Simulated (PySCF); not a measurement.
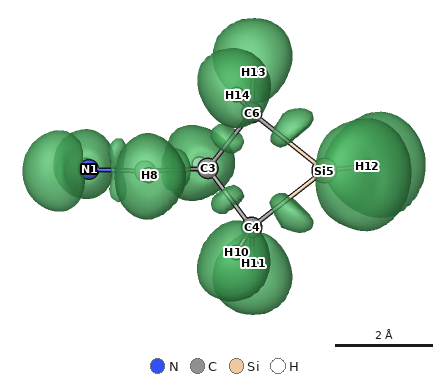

*C$_{4}$H$_{8}$NSi (doublet). Isosurface of the ELF at 0.85 (green), seen across its widest extent. Only the valence region is drawn (cores and ρ < 0.01 e/Å³ removed).*

Geometry: GFN2-xTB.

Theory: PySCF 2.14.0, density-fitted response routines, UKS B3LYP, pcH-1 on C H N Si, non-relativistic, mean-field spin-orbit, GIAO.

```xyz
14

N     2.6344   -0.0257   -0.4348
C     1.4160    0.1209   -0.6937
C     0.2400   -0.0718    0.2043
C    -0.7760   -1.0956   -0.3510
Si   -2.2130    0.0919    0.1093
C    -0.6493    1.1877    0.3100
H     2.8389   -0.3149    0.5226
H     1.1756    0.4295   -1.7095
H     0.5757   -0.3788    1.2002
H    -0.6312   -1.2626   -1.4176
H    -0.7348   -2.0661    0.1402
H    -2.8971   -0.2338    1.3678
H    -0.5213    1.7395    1.2395
H    -0.4586    1.8793   -0.5094
```

> Identify the bonds, lone pairs and shells in this picture.

The ELF exceeds this value in three regions between bonded C–C atoms (shared pairs), one region between bonded C–N atoms (shared pairs), two regions between bonded C–Si atoms (shared pairs), eight regions around hydrogen nuclei, one lobe on N, pointing away from the bonds (non-bonding electrons) and one lobe on Si, pointing away from the bonds (non-bonding electrons). Profiles from the grid: C–N (1.25 Å): the ELF peaks at about 0.90 between the atoms: a short, multiple covalent bond. C–C (1.49 Å): the ELF peaks at about 0.95 between the atoms, as expected for localised, covalent bonding.
